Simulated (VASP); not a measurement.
Band structure of Br (space group Cmce). All values below come from PBE GGA, VASP's PBE PAW potentials (set 64) (plane waves; VASP 6.6.1).

The path is coarsely sampled, so an indirect gap can come out somewhat too large.

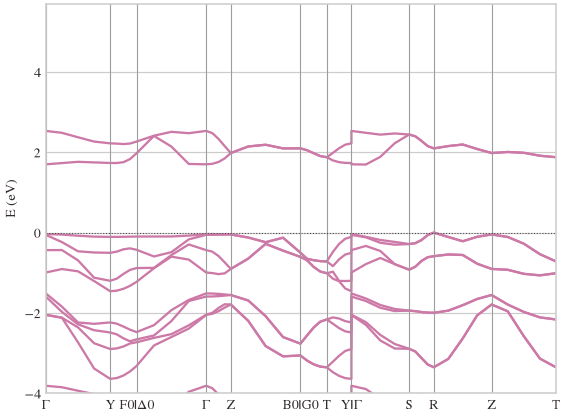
*Bands along high-symmetry lines, zero at the valence-band maximum or, without a gap, the Fermi level*

Task: Read the plot: is there a gap, and where are the band edges?

Result: The gap is indirect, 1.69 eV, from the valence maximum at R to the conduction minimum at Γ-S at 0.25.

The structure is a typed Br crystal (Cmce). The cell was not relaxed at this level. The k-mesh is coarse (spacing up to 0.56 per Å, 2π included), so the numbers may not be converged in it.
